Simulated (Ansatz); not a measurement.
Cell of (CdS)7/(CdSe)7 zinc blende (110) superlattice on CdS (CdS and CdSe held in this type, which need not be the stable form), with its geometry taken from a PBE run:

```
CELL_PARAMETERS angstrom
      4.19022     0.00000     0.00000
      0.00000     5.92528     0.00000
      0.00000     0.00000    30.68344
ATOMIC_POSITIONS crystal
  Cd 0.00000 0.00581 0.00221
  S  0.50000 0.25341 0.00133
  Cd 0.50000 0.50419 0.06948
  S  0.00000 0.75344 0.06989
  Cd 0.00000 0.00352 0.13811
  S  0.50000 0.25381 0.13786
  Cd 0.50000 0.50318 0.20631
  S  0.00000 0.75317 0.20631
  Cd 0.00000 0.00352 0.27452
  S  0.50000 0.25381 0.27476
  Cd 0.50000 0.50419 0.34315
  S  0.00000 0.75344 0.34274
  Cd 0.00000 0.00581 0.41042
  S  0.50000 0.25341 0.41130
  Cd 0.50000 0.48490 0.48170
  Se 0.00000 0.75679 0.48262
  Cd 0.00000 0.98556 0.55729
  Se 0.50000 0.25652 0.55676
  Cd 0.50000 0.48593 0.63155
  Se 0.00000 0.75621 0.63184
  Cd 0.00000 0.98648 0.70631
  Se 0.50000 0.25700 0.70631
  Cd 0.50000 0.48593 0.78108
  Se 0.00000 0.75621 0.78079
  Cd 0.00000 0.98556 0.85534
  Se 0.50000 0.25652 0.85587
  Cd 0.50000 0.48490 0.93093
  Se 0.00000 0.75679 0.93000
```

Computed with r2SCAN (plane waves to 500 eV, PAW; Ansatz, a quantum-chemistry and plane-wave program). Spin–orbit coupling is left out. Its k-point mesh 6×4×1, Fermi–Dirac width 0.01 eV.

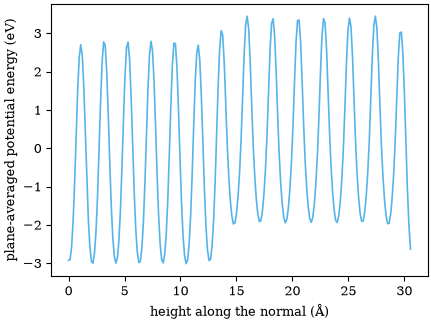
Figure. Smooth (PAW) electrostatic potential energy of an electron, averaged over planes, about its mean

The curve spans 6.5 eV over the stretch drawn.
